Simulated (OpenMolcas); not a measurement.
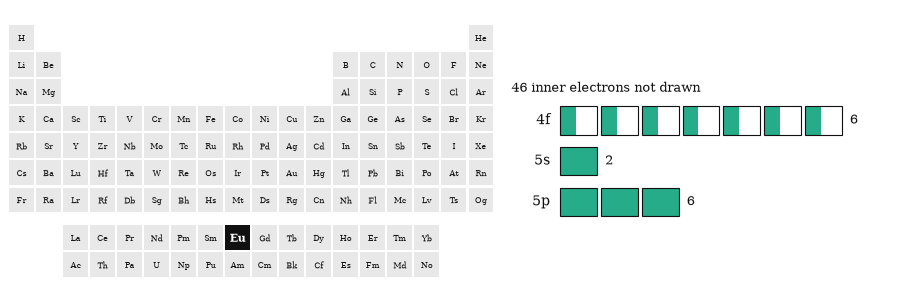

Figure 1. Left, the place of europium in the periodic table; right, the outer shells of the leading configuration of the lowest level: a box for each of the 2l + 1 orbitals, shaded by the share of the shell that is filled, with the electron count at the right.

**Multiconfigurational calculation for Eu³⁺ complex (part 1 of 2)**

System: Eu³⁺ with 7 ligands (Cl; pentagonal bipyramid, 2.77 Å), neutralised by 7 outer point charges of +0.57 e, whose field is part of the energies.
Method: state-averaged CASSCF, active space 6 electrons in the shell 4f, basis ANO-RCC-VDZP on the metal and ANO-RCC-VDZP on the ligands, DKH2 scalar Hamiltonian, spin-orbit coupling by RASSI with atomic mean-field integrals (OpenMolcas).

### Input file
```
&GATEWAY
Coord
8

Eu 0.0 0.0 0.0
Cl 2.770000 0.000000 0.000000
Cl 0.855977 2.634427 0.000000
Cl -2.240977 1.628165 0.000000
Cl -2.240977 -1.628165 0.000000
Cl 0.855977 -2.634427 0.000000
Cl 0.000000 0.000000 3.130100
Cl 0.000000 0.000000 -3.130100
Basis=Eu.ANO-RCC-VDZP,Cl.ANO-RCC-VDZP
Group=NoSym
NoMove
AngMom=0.0 0.0 0.0
AMFI
RICD
XField
7 Angstrom 0
5.370000 0.000000 0.000000 0.571429
1.659421 5.107174 0.000000 0.571429
-4.344421 3.156407 0.000000 0.571429
-4.344421 -3.156407 0.000000 0.571429
1.659421 -5.107174 0.000000 0.571429
0.000000 0.000000 5.730100 0.571429
0.000000 0.000000 -5.730100 0.571429
&SEWARD
&RASSCF
FileOrb=start.orb
Symmetry=1
Spin=7
nActEl=6 0 0
Inactive=90
Ras2=7
CIRoot=7 7 1
SDav=7
CIMx=300
Iter=150 100
PrWF=0.3
OrbListing=Nothing
MaxOrb=0
LevShft=1.0
>>> COPY $Project.JobIph JOB001
&RASSCF
FileOrb=start.orb
Symmetry=1
Spin=5
nActEl=6 0 0
Inactive=90
Ras2=7
CIRoot=140 140 1
SDav=140
CIMx=300
Iter=150 100
PrWF=0.3
OrbListing=Nothing
MaxOrb=0
CIOnly
LevShft=1.0
>>> COPY $Project.JobIph JOB002
&RASSCF
FileOrb=start.orb
Symmetry=1
Spin=3
nActEl=6 0 0
Inactive=90
Ras2=7
CIRoot=162 162 1
SDav=588
CIMx=300
Iter=150 100
PrWF=0.3
OrbListing=Nothing
MaxOrb=0
CIOnly
LevShft=1.0
>>> COPY $Project.JobIph JOB003
&RASSI
NrOfJobIphs=2 7 77
1 2 3 4 5 6 7
1 2 3 4 5 6 7 8 9 10 11 12 13 14 15 16 17 18 19 20 21 22 23 24 25 26 27
28 29 30 31 32 33 34 35 36 37 38 39 40 41 42 43 44 45 46 47 48 49 50 51
52 53 54 55 56 57 58 59 60 61 62 63 64 65 66 67 68 69 70 71 72 73 74 75
76 77
IphNames
JOB001
JOB002
EJob
SpinOrbit
DIPRint=1.0
SOCoupling=1000.0
Subsets=2
Property=9
'ANGMOM' 1 'ANGMOM' 2 'ANGMOM' 3 'MLTPL  1' 1 'MLTPL  1' 2 'MLTPL  1' 3
'AMFI' 1 'AMFI' 2 'AMFI' 3
SOProperty=3
'ANGMOM' 1 'ANGMOM' 2 'ANGMOM' 3
```

The file start.orb holds starting orbitals from an earlier step. A driver script formed the levels outside the program, from RASSI's spin-orbit matrix and the active-space energies, averaged over the components of each term or state.

Hardware: 1 thread of Arm Neoverse V1, 24 GiB of memory available, shared host.

Launched with:
```bash
OMP_NUM_THREADS=1 MOLCAS_MEM=2457 MOLCAS_PROJECT=a pymolcas a.inp > a.log  # once for each step of the input, in one work folder
```

### Log (extracts)
```
--- SEWARD ---
Basis set label: EU.ANO-RCC...7S6P4D2F1G.

      Electronic valence basis set:
      ------------------
      Associated Effective Charge  63.000000 au
      Associated Actual Charge     63.000000 au
      Nuclear Model: Point charge

      Shell  nPrim  nBasis  Cartesian Spherical Contaminant
         s      25       7        X
         p      22       6        X
         d      15       4                 X
         f      11       2                 X
         g       4       1                 X
                  Relativistic Douglas-Kroll-Hess integrals:
                    - DKH order of Hamiltonian: 2
                    - DKH order of Properties : 0
                  Atomic mean-field integrals
--- RASSCF ---
Wave function specifications:
      -----------------------------

      Number of closed shell electrons         180
      Number of electrons in active shells       6
      Max number of holes in RAS1 space          0
      Max nr of electrons in RAS3 space          0
      Number of inactive orbitals               90
      Number of active orbitals                  7
      Number of secondary orbitals              97
      Spin quantum number                      3.0
      State symmetry                             1
Orbital specifications:
      -----------------------

      Symmetry species                           1
                                                 a
      Frozen orbitals                            0
      Inactive orbitals                         90
      Active orbitals                            7
      RAS1 orbitals                              0
      RAS2 orbitals                              7
      RAS3 orbitals                              0
      Secondary orbitals                        97
      Deleted orbitals                           0
      Number of basis functions                194
      Number of CSFs                             7
      Number of root(s) required                 7
      Iter CI   SX   CI       RASSCF       Energy    max ROT     max BLB   max BLB  Level Ln srch  Step   QN
          iter iter root      energy       change     param      element    value   shift minimum  type update
 Nr of preliminary CI iterations:   1
      Total energies have been shifted. Add               -14000.00 au
        1   1    9    0   -62.52259654    0.00E+00  -5.50E-02   26 121 1  2.63E-01*  1.20   0.00    SX    NO
        2   1   10    0   -62.95731339   -4.35E-01*  2.61E-02   18 131 1 -8.88E-02*  0.78   0.00    SX    NO
        3   1   10    0   -63.07296583   -1.16E-01*  1.66E-02   32 102 1  4.69E-02*  0.77   0.00    SX    NO
        4   1   10    0   -63.09694291   -2.40E-02*  9.73E-03   32 102 1  2.73E-02*  0.76   0.00    SX    NO
        5   1    9    0   -63.10397171   -7.03E-03*  1.01E-02   32 102 1  1.70E-02*  0.75   2.14    LS   YES
        6   1   10    0   -63.10674829   -2.78E-03*  4.99E-03   18 131 1  1.73E-02*  0.74   1.09    QN   YES
        7   1    9    0   -63.10787781   -1.13E-03*  1.12E-03   25 120 1 -5.85E-03*  0.76   0.98    QN   YES
        8   1    8    0   -63.10810439   -2.27E-04*  6.17E-04   27 122 1 -1.69E-03*  0.76   1.56    LS   YES
        9   1    8    0   -63.10813751   -3.31E-05*  3.57E-04   66 168 1 -1.46E-03*  0.76   1.01    QN   YES
       10   1    7    0   -63.10815506   -1.76E-05*  2.70E-04   75 177 1 -4.75E-04*  0.76   1.76    LS   YES
       11   1    7    0   -63.10815906   -4.00E-06*  1.21E-04   27 131 1  3.37E-04*  0.76   1.00    QN   YES
       12   1    7    0   -63.10816083   -1.77E-06*  8.67E-05   34  98 1  1.85E-04*  0.76   1.72    LS   YES
       13   1    7    0   -63.10816123   -4.02E-07*  7.17E-05   21 125 1  1.56E-04*  0.76   1.04    QN   YES
       14   1    6    0   -63.10816150   -2.66E-07*  3.59E-05   34  98 1  4.71E-05   0.76   1.50    LS   YES
       15   1    6    0   -63.10816154   -3.85E-08* -1.64E-05   16 129 1 -4.29E-05   0.76   1.06    QN   YES
       16   1    5    0   -63.10816155   -1.92E-08* -1.99E-05   36 101 1 -2.20E-05   0.76   2.01    QN   YES
       17   1    5    0   -63.10816156   -9.62E-09   5.65E-06   36 101 1 -7.92E-06   0.76   1.07    QN   YES
      Convergence after 17 iterations
       18   1    5    0   -63.10816156   -6.53E-10   5.65E-06   36 101 1 -4.12E-06   0.76   1.07    QN   YES
      Natural orbitals and occupation numbers for root  1
      sym 1:   0.000000   1.000000   1.000000   1.000000   1.000000   1.000000   1.000000
      Natural orbitals and occupation numbers for root  2
      sym 1:  -0.000000   1.000000   1.000000   1.000000   1.000000   1.000000   1.000000
      Natural orbitals and occupation numbers for root  3
      sym 1:   1.000000  -0.000000   1.000000   1.000000   1.000000   1.000000   1.000000
::    RASSCF root number  1 Total energy: -14063.10984165
::    RASSCF root number  2 Total energy: -14063.10984165
::    RASSCF root number  3 Total energy: -14063.10784231
::    RASSCF root number  4 Total energy: -14063.10784231
::    RASSCF root number  5 Total energy: -14063.10734268
::    RASSCF root number  6 Total energy: -14063.10734268
::    RASSCF root number  7 Total energy: -14063.10707766
--- RASSCF ---
Wave function specifications:
      -----------------------------

      Number of closed shell electrons         180
      Number of electrons in active shells       6
      Max number of holes in RAS1 space          0
      Max nr of electrons in RAS3 space          0
      Number of inactive orbitals               90
      Number of active orbitals                  7
      Number of secondary orbitals              97
      Spin quantum number                      2.0
      State symmetry                             1
Orbital specifications:
      -----------------------

      Symmetry species                           1
                                                 a
      Frozen orbitals                            0
      Inactive orbitals                         90
      Active orbitals                            7
      RAS1 orbitals                              0
      RAS2 orbitals                              7
      RAS3 orbitals                              0
      Secondary orbitals                        97
      Deleted orbitals                           0
      Number of basis functions                194
      Number of CSFs                           140
      Number of root(s) required               140
      Iter CI   SX   CI       RASSCF       Energy    max ROT     max BLB   max BLB  Level Ln srch  Step   QN
          iter iter root      energy       change     param      element    value   shift minimum  type update
 Nr of preliminary CI iterations:   1
        1   1    0    0-14062.88553196    0.00E+00   0.00E+00   94 106 1 -1.86E-02*  0.00   0.00    SX    NO
      Natural orbitals and occupation numbers for root  1
      sym 1:   0.771470   0.826684   0.905440   0.924391   0.905435   0.894933   0.771646
      Natural orbitals and occupation numbers for root  2
      sym 1:   0.771469   0.894933   0.905436   0.924391   0.905440   0.826684   0.771646
      Natural orbitals and occupation numbers for root  3
      sym 1:   0.923890   0.882943   0.817230   0.774926   0.780536   0.908261   0.912215
::    RASSCF root number  1 Total energy: -14062.99817023
::    RASSCF root number  2 Total energy: -14062.99817023
::    RASSCF root number  3 Total energy: -14062.99784237
::    RASSCF root number  4 Total energy: -14062.99784237
::    RASSCF root number  5 Total energy: -14062.99750389
::    RASSCF root number  6 Total energy: -14062.98232973
::    RASSCF root number  7 Total energy: -14062.98232335
::    RASSCF root number  8 Total energy: -14062.98231533
::    RASSCF root number  9 Total energy: -14062.98231533
::    RASSCF root number 10 Total energy: -14062.98223339
::    RASSCF root number 11 Total energy: -14062.98223339
::    RASSCF root number 12 Total energy: -14062.98211018
::    RASSCF root number 13 Total energy: -14062.98211018
::    RASSCF root number 14 Total energy: -14062.98207346
::    RASSCF root number 15 Total energy: -14062.98207346
::    RASSCF root number 16 Total energy: -14062.98200101
::    RASSCF root number 17 Total energy: -14062.98200101
::    RASSCF root number 18 Total energy: -14062.98192993
::    RASSCF root number 19 Total energy: -14062.98192993
::    RASSCF root number 20 Total energy: -14062.98190567
::    RASSCF root number 21 Total energy: -14062.98141034
::    RASSCF root number 22 Total energy: -14062.98141034
::    RASSCF root number 23 Total energy: -14062.97707823
::    RASSCF root number 24 Total energy: -14062.97707823
::    RASSCF root number 25 Total energy: -14062.97630591
::    RASSCF root number 26 Total energy: -14062.97630591
::    RASSCF root number 27 Total energy: -14062.97593453
::    RASSCF root number 28 Total energy: -14062.97593453
::    RASSCF root number 29 Total energy: -14062.97589486
::    RASSCF root number 30 Total energy: -14062.97588183
--- RASSCF ---
Wave function specifications:
      -----------------------------

      Number of closed shell electrons         180
      Number of electrons in active shells       6
      Max number of holes in RAS1 space          0
      Max nr of electrons in RAS3 space          0
      Number of inactive orbitals               90
      Number of active orbitals                  7
      Number of secondary orbitals              97
      Spin quantum number                      1.0
      State symmetry                             1
Orbital specifications:
      -----------------------

      Symmetry species                           1
                                                 a
      Frozen orbitals                            0
      Inactive orbitals                         90
      Active orbitals                            7
      RAS1 orbitals                              0
      RAS2 orbitals                              7
      RAS3 orbitals                              0
      Secondary orbitals                        97
      Deleted orbitals                           0
      Number of basis functions                194
      Number of CSFs                           588
      Number of root(s) required               162
      Iter CI   SX   CI       RASSCF       Energy    max ROT     max BLB   max BLB  Level Ln srch  Step   QN
          iter iter root      energy       change     param      element    value   shift minimum  type update
 Nr of preliminary CI iterations:   1
        1   1    0    0-14062.87801206    0.00E+00   0.00E+00   94 106 1 -2.00E-02*  0.00   0.00    SX    NO
      Natural orbitals and occupation numbers for root  1
      sym 1:   0.850340   0.863221   0.850807   0.871264   0.850807   0.863221   0.850340
      Natural orbitals and occupation numbers for root  2
      sym 1:   0.842863   0.864463   0.853477   0.873991   0.860375   0.862245   0.842585
      Natural orbitals and occupation numbers for root  3
      sym 1:   0.842585   0.864463   0.860375   0.873991   0.853477   0.862245   0.842863
::    RASSCF root number  1 Total energy: -14062.90480070
::    RASSCF root number  2 Total energy: -14062.90478035
::    RASSCF root number  3 Total energy: -14062.90478035
::    RASSCF root number  4 Total energy: -14062.90000445
::    RASSCF root number  5 Total energy: -14062.89999140
::    RASSCF root number  6 Total energy: -14062.89999140
::    RASSCF root number  7 Total energy: -14062.89995137
::    RASSCF root number  8 Total energy: -14062.89995137
::    RASSCF root number  9 Total energy: -14062.89988158
::    RASSCF root number 10 Total energy: -14062.89988158
::    RASSCF root number 11 Total energy: -14062.89977705
::    RASSCF root number 12 Total energy: -14062.89977705
::    RASSCF root number 13 Total energy: -14062.89963154
::    RASSCF root number 14 Total energy: -14062.89962985
::    RASSCF root number 15 Total energy: -14062.89943573
::    RASSCF root number 16 Total energy: -14062.89943573
::    RASSCF root number 17 Total energy: -14062.89919225
::    RASSCF root number 18 Total energy: -14062.89919225
::    RASSCF root number 19 Total energy: -14062.89891678
::    RASSCF root number 20 Total energy: -14062.89891678
::    RASSCF root number 21 Total energy: -14062.89864998
::    RASSCF root number 22 Total energy: -14062.89864998
::    RASSCF root number 23 Total energy: -14062.89845954
::    RASSCF root number 24 Total energy: -14062.89845954
::    RASSCF root number 25 Total energy: -14062.89844492
::    RASSCF root number 26 Total energy: -14062.89844492
::    RASSCF root number 27 Total energy: -14062.89517655
::    RASSCF root number 28 Total energy: -14062.89517261
::    RASSCF root number 29 Total energy: -14062.89514447
::    RASSCF root number 30 Total energy: -14062.89514447
```

(Continued in part 2.) Outcome of the run: converged.
